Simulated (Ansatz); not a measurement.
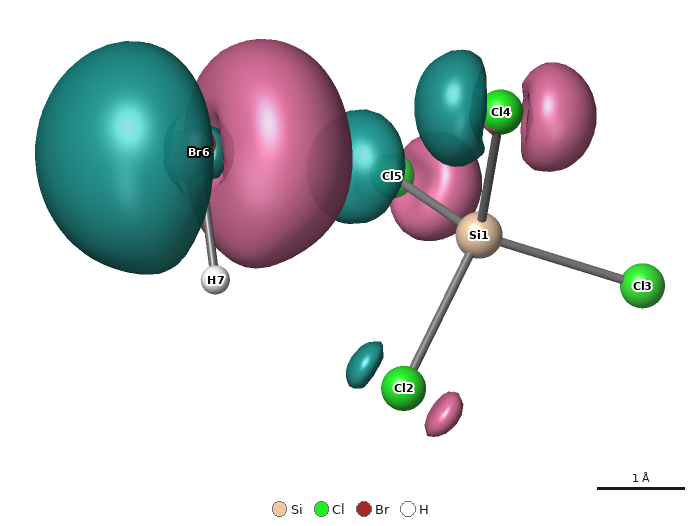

Figure. Cl4Si···HBr. The HOMO at ±0.1 Å⁻³ᐟ² (teal and pink are the two phases), seen at a tilt.

Not at a stationary point (largest force 1.4 eV/Å).

Method: RKS PBE-D4/def2-SVP in Ansatz.

Input file:

```
crystal:
  periodic: [false, false, false]
  atoms:
    - { symbol: Si, position_ang: [0.0, 0.0, 0.0] }
    - { symbol: Cl, position_ang: [0.0, 0.0, 2.48] }
    - { symbol: Cl, position_ang: [2.0086, 0.0, -0.7093] }
    - { symbol: Cl, position_ang: [-1.0032, 1.7381, -0.7093] }
    - { symbol: Cl, position_ang: [-1.0032, -1.7381, -0.7093] }
    - { symbol: Br, position_ang: [-2.4768, 0.0, 0.823] }
    - { symbol: H, position_ang: [-1.4158, 0.0, 2.0742] }
basis:
  gaussian: { orbitals: def2-SVP }
hamiltonian:
  xc: pbe
  dispersion: d4
relax:
  f_tol: 0.15
  max_steps: 25
  restrain:
    - { distance: [0, 5], at: 3.51, k: 30.0 }
    - { distance: [6, 1], at: 2.57, k: 30.0 }
    - { distance: [0, 1], at: 2.13, k: 30.0 }
    - { distance: [6, 5], at: 1.55, k: 30.0 }
output:
  orbitals: {}
```

Run with:

```sh
ansatz run input.yaml --threads 4 --pin off --max-ram 5120MiB --backend cpu --events-out ev --progress --plain --runs-dir out
```

The fields are those of the run's last geometry, not of the input's.

> What is the character of this orbital?

By Hirshfeld shares it lies mainly on Br6 (about 80 %); largely a lone pair of Br6. Its energy is −7.03 eV.
